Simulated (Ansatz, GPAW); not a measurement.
# A 2-layer slab of V(110): work function by functional and basis, part 3 of 3

Wanted: work functions and dipole of a 2-layer slab of V(110), with the cost of each level.

GPAW 26.7.0 and Ansatz 0.2.0; Ansatz plane waves; slab in vacuum with a dipole correction, relaxation (the session's first sound run).

So far, upper work function (eV): step 2 (relaxation, PBE) 4.57; step 5 (self-consistent run: xc = "vdW-DF2", GPAW, PAW setups, GPAW) 4.77; step 6 (OptPBE vdW: xc = "optPBE-vdW", GPAW, PAW setups, GPAW) 4.70; step 7 (self-consistent run: xc = "RPBE") 4.44; step 8 (real-space grid: mode = "fd", PBE, GPAW) 4.56.

## 9. Atomic orbitals: mode = "lcao" (continued)

Level of this step: GPAW, PAW setups; slab in vacuum (GPAW).

The electrostatic potential energy of an electron (without an applied field's), less the Fermi level, planar mean by z:

| z (Å) | electrostatic potential energy of an electron (without an applied field's), less the Fermi level, planar mean (eV) |
| --- | --- |
| 0 | 4.55 |
| 1 | 4.55 |
| 2 | 4.55 |
| 3 | 4.54 |
| 4 | 4.49 |
| 5 | 4.00 |
| 6 | -0.434 |
| 7 | -19.9 |
| 8 | -4.11 |
| 9 | -18.6 |
| 10 | 0.943 |
| 11 | 4.16 |
| 12 | 4.51 |
| 13 | 4.54 |
| 14 | 4.55 |
| 15 | 4.55 |
| 16 | 4.55 |

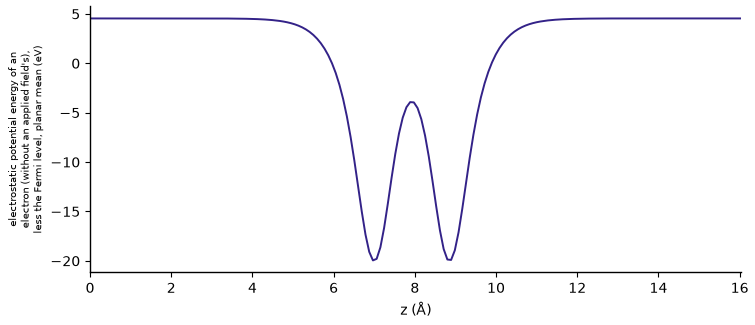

Electrostatic potential energy of an electron (without an applied field's), less the Fermi level, planar mean against z.

The upper face's work function is 4.545 eV, against 4.566 eV in the first plane-wave PBE run at this geometry.

## 10. Cost and result by level

Times are for 2 threads of Arm Neoverse N1, shared host. Results by setting:

| no. | run | upper work function (eV) | lower work function (eV) | time | memory (GiB) |
| --- | --- | --- | --- | --- | --- |
| 1 | pw | 4.566 | 4.565 | 76 s | 0.18 |
| 2 | revPBE | 4.459 | 4.459 | 77 s | 0.18 |
| 3 | vdW DF2 | 4.768 | 4.767 | 1.8 min | 0.26 |
| 4 | optPBE vdW | 4.700 | 4.700 | 94 s | 0.26 |
| 5 | RPBE | 4.444 | 4.443 | 75 s | 0.18 |
| 6 | fd | 4.564 | 4.564 | 3.9 min | 0.41 |
| 7 | lcao | 4.545 | 4.545 | 12 min | 0.21 |

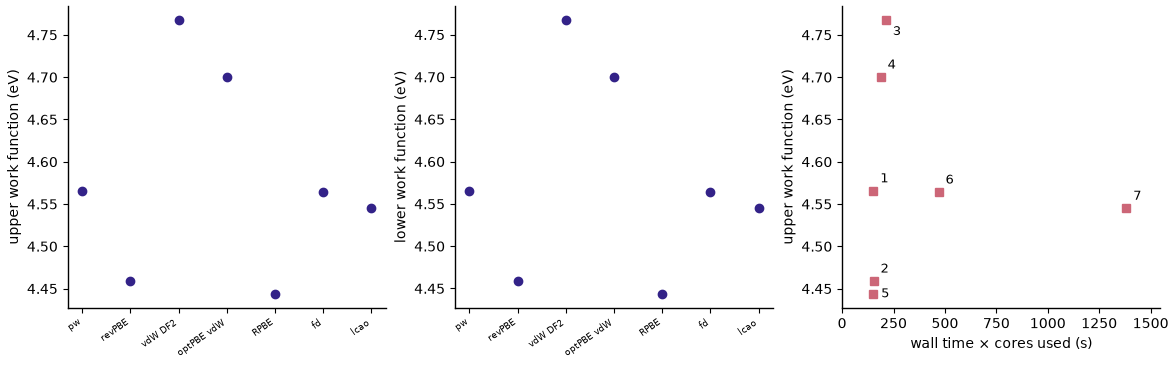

The series as plots; the last panel sets the first result against cost, with the runs numbered as in the table.

## 11. Side by side

Results and costs are gathered.

This step: comparison of work functions, dipole and cost (GPAW 26.7.0).

Ladder, by row:

| step | code | work function, upper (eV) | work function, lower (eV) | dipole (e Å) | wall time (s) | peak memory (GiB) | threads |
| --- | --- | --- | --- | --- | --- | --- | --- |
| pw | GPAW | 4.566 | 4.565 | 6.72e-6 | 76.02 | 0.18 | 2 |
| revPBE | GPAW | 4.459 | 4.459 | 6.17e-6 | 76.59 | 0.18 | 2 |
| vdW-DF2 | GPAW | 4.768 | 4.767 | 1.16e-5 | 106.4 | 0.26 | 2 |
| optPBE-vdW | GPAW | 4.7 | 4.7 | 8.68e-6 | 93.78 | 0.26 | 2 |
| RPBE | GPAW | 4.444 | 4.443 | 8.46e-6 | 74.64 | 0.18 | 2 |
| fd | GPAW | 4.564 | 4.564 | -9.62e-6 | 234.6 | 0.41 | 2 |
| lcao | GPAW | 4.545 | 4.545 | -2.07e-6 | 690.8 | 0.21 | 2 |

## 12. A changed run

One more run, with changed settings.

This step: GPAW, PAW setups; slab in vacuum (GPAW 26.7.0).

File run.py:

```python
import json
import numpy as np
from ase import Atoms
from gpaw import GPAW, PW

slab = Atoms(
    ['V', 'V'],
    positions=[
        [0.00000, 0.00000, 7.00000],
        [2.13546, 0.00000, 8.85045]],
    cell=[[2.13546, -1.51, 0.0], [2.13546, 1.51, 0.0], [0.0, 0.0, 16.13546]],
    pbc=[True, True, False])

slab.calc = GPAW(mode=PW(400), xc='PBE', kpts={'size': (13, 13, 1), 'gamma': True},
                 occupations={'name': 'fermi-dirac', 'width': 1.0}, nbands='140%',
                 convergence={'density': 1e-05}, maxiter=100,
                 poissonsolver={'dipolelayer': 'xy'},
                 symmetry={'tolerance': 1e-3}, txt='slab.txt')
result = {}
energy = slab.get_potential_energy()
fermi = slab.calc.get_fermi_level()
v = slab.calc.get_electrostatic_potential().mean((0, 1)) - fermi
n = slab.calc.get_pseudo_density().mean((0, 1))
L = slab.cell[2, 2]
z = np.arange(len(v)) * L / len(v)
low, high = slab.positions[:, 2].min(), slab.positions[:, 2].max()
below, above = np.interp([low - 4.8, high + 4.8], z, v)
slopes = [np.interp(x, z, np.gradient(v, z)) for x in (low - 4.8, high + 4.8)]
eps = np.array([[slab.calc.get_eigenvalues(k, s) for k in range(len(slab.calc.get_ibz_k_points()))]
                for s in range(slab.calc.get_number_of_spins())]) - fermi
top, bottom = eps[eps < 0].max(), eps[eps > 0].min()
dipole = slab.get_dipole_moment()[2]
print(f'energy {energy:.4f} eV, Fermi level {fermi:.4f} eV, dipole {dipole:.5f} e A')
print(f'potential 4.8 A off the faces, from the Fermi level: lower {below:.4f} eV, upper {above:.4f} eV')
print(f'slope of the potential there: lower {slopes[0]:.5f}, upper {slopes[1]:.5f} eV/A')
print(f'nearest levels on the mesh: {top:.4f} and {bottom:.4f} eV')
print('magnetic moment', round(slab.get_magnetic_moment(), 3))
result.update(energy=energy, fermi=fermi, dipole=dipole, below=below, above=above, slopes=slopes, edges=[top, bottom],
              z=z.tolist(), v=v.tolist(), n=n.tolist(), positions=slab.positions.tolist(),
              forces=slab.get_forces(apply_constraint=False).tolist(), moments=slab.get_magnetic_moments().tolist())
json.dump(result, open('result.json', 'w'))
```

On the command line:

```
> OMP_NUM_THREADS=1 OPENBLAS_NUM_THREADS=2 python run.py
```

What it wrote:

```text
energy -15.5277 eV, Fermi level -0.6977 eV, dipole -0.00002 e A
potential 4.8 A off the faces, from the Fermi level: lower 4.7235 eV, upper 4.7246 eV
slope of the potential there: lower -0.00294, upper 0.00303 eV/A
nearest levels on the mesh: -0.0048 and 0.0331 eV
magnetic moment 0.0
```

Elapsed: 2.9 min, on 2 threads of Arm Neoverse N1, shared host; peak memory 0.18 GiB.

The run finished. A setting was moved off its sound value on purpose, so it serves as a test and not as the result.

The fault put into the input: a smearing of electronvolts (width = 1.0).

The two runs compared:

| quantity | this run | sound run | difference |
| --- | --- | --- | --- |
| upper work function (eV) | 4.7246 | 4.5656 | 0.159 |
| lower work function (eV) | 4.7235 | 4.5653 | 0.158 |

The two runs differ clearly in the upper work function: 4.72 eV against 4.57 eV.

## 13. What came out

```yaml
work_function_both_faces: 4.57 eV
dipole_along_the_normal: 6.7e-6 e Å, near the numerical noise
```

**Reading.** With plane waves and PBE the work function is 4.57 eV on the upper face and 4.57 eV on the lower. Over the sound runs of the table the upper face's work function spans 4.444 (RPBE) to 4.768 eV (vdW-DF2). The runs had no spin polarisation, so a magnetic state, which thin layers of d-metal atoms can have, wasn't tested. The slab is only 1.9 Å thick between its outer nuclei, so the values belong to this film more than to the surface of the bulk metal. The in-plane lattice was kept as typed, which isn't the functional's own and leaves some strain; spin-orbit coupling and temperature are left out.

[Logs are printed without paths, hosts, clocks, repeated set-up lines and the standing remarks that a program may print on its own settings, such as how far it seeks lower states.]

[Hosts, paths, dates, database ids (printed as entryN), source tags and the programs' standing remarks are cut or masked in the printed files.]
